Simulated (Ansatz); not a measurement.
## WSi2, response to strain

Start from WSi2 (space group I4/mmm, No. 139; a = 3.202 Å, c = 7.818 Å; relaxed with 0.1 eV smearing). Axes: x, y, z lie along a, b, c of the conventional cell.

Strains are applied to the cell and any free atomic positions relax.

Computed with Ansatz (a program for electronic structure), PBEsol, PAW, cutoff 420 eV, no SOC.

Notes on the quantities. pressure: mean of the normal stresses, compression positive.

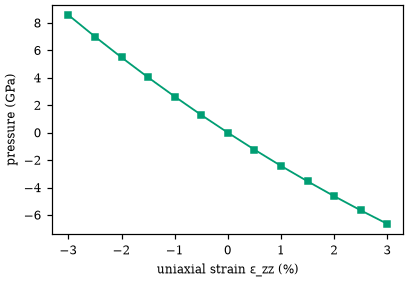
Figure: Pressure against uniaxial strain ε_zz

```csv
uniaxial strain ε_zz (%),pressure
-3,8.6 GPa
-2.5,7.0 GPa
-2,5.5 GPa
-1.5,4.0 GPa
-1,2.6 GPa
-0.5,1.3 GPa
0.5,-1.2 GPa
1,-2.4 GPa
1.5,-3.6 GPa
2,-4.6 GPa
2.5,-5.7 GPa
3,-6.7 GPa
```

Whether these cells are dynamically stable was not tested. The final runs are not spin-polarised.
